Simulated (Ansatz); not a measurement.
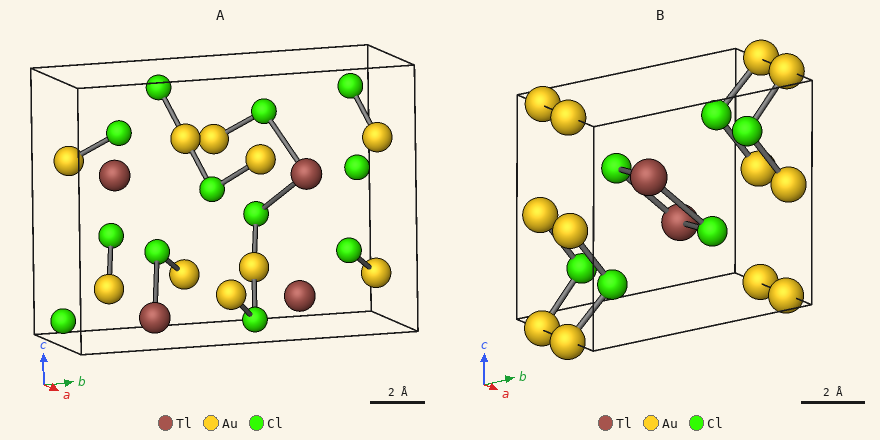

Two structures of TlAu2Cl3, each relaxed to rest (conventional cells in solid outline, small ones repeated, not to one scale). Method: DFT, PBEsol, plane waves, PAW (Ansatz), without spin polarisation.

### What are the two structures?

A: 24 atoms a cell on a base-centred monoclinic lattice, Cc. B: 12 atoms a cell on a primitive triclinic lattice, P-1.

### Which of the two does the method prefer?

A is lower, by 60 meV/atom at this level of theory (energies at zero smearing). Volumes: A 27.5, B 25.2 Å³/atom.

One or both may be structure types tried for this composition rather than known phases.
